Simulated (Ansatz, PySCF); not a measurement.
Pulling on the Si3–H4 bond in GeH4Si (SMILES [SiH3][GeH]) (multiplicity 1 held, fragments rigid). Energies count from the point at 1.489 Å.
Geometry at that point (charge 0, multiplicity 1):
```tsv
atom	x (Å)	y (Å)	z (Å)
Ge	0.0269	0.6789	0.5501
H	-0.4443	1.5532	-0.7038
Si	-0.0212	-1.2964	-0.9339
H	0.9083	-1.0877	-2.0778
H	-1.3924	-1.4771	-1.4849
H	0.3664	-2.5625	-0.2613
```

Restricted levels (R-, RO-) in cc, def2 and unpolarised 6-31G sets keep to the state of the molecule at rest. U- levels take the lowest unrestricted solution at each point, which mixes spins at long bonds. Levels need not reach the same state.

Correlated levels freeze the cores. Filled d and f shells under p-block atoms count as core. Rows in LANL2DZ carry no dispersion term and start afresh at each structure. LANL2DZ brings its own core potentials from Na on.

The values were computed with Ansatz (Gaussian basis) for Hartree–Fock, density functionals and correlated methods; PySCF for LANL2DZ rows. Each number belongs to the level named beside it.

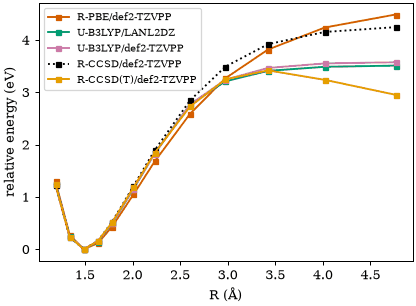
Figure: Relative energy along the coordinate

Doubts at one or more of the structures used: a restricted determinant that unrestricted orbitals would lower (R-PBE/def2-TZVPP, R-CCSD/def2-TZVPP, R-CCSD(T)/def2-TZVPP); a spin-contaminated determinant (U-B3LYP/LANL2DZ, U-B3LYP/def2-TZVPP); other coupled-cluster roots lie near (R-CCSD/def2-TZVPP, R-CCSD(T)/def2-TZVPP); T1 above 0.05 (R-CCSD/def2-TZVPP, R-CCSD(T)/def2-TZVPP).

Ansatz is a quantum-chemistry and plane-wave program.
